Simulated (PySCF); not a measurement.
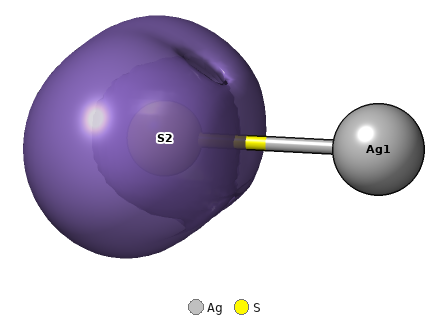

Figure 1: AgS (doublet). Isosurface of the electron localisation function at 0.75 (purple), seen from one side. Core shells and regions of very low density are left out.

Method: PBE0/x2c-TZVPPall, spin-free X2C-1e, Gaussian nucleus, at a bond length of 2.303 Å (PySCF).

```yaml
atoms:
  - { symbol: Ag, position_ang: [0.0000, 0.0000, -0.5302] }
  - { symbol: S, position_ang: [0.0000, 0.0000, 1.7728] }
```

### What do the ELF domains correspond to?

The surface consists of one ring or bowl of non-bonding electrons around S.

Values along the shortest contacts:
Ag–S (2.30 Å): the ELF peaks at about 0.80 in the valence shell of S, 0.9 Å from its nucleus, and is about 0.35 at the midpoint.
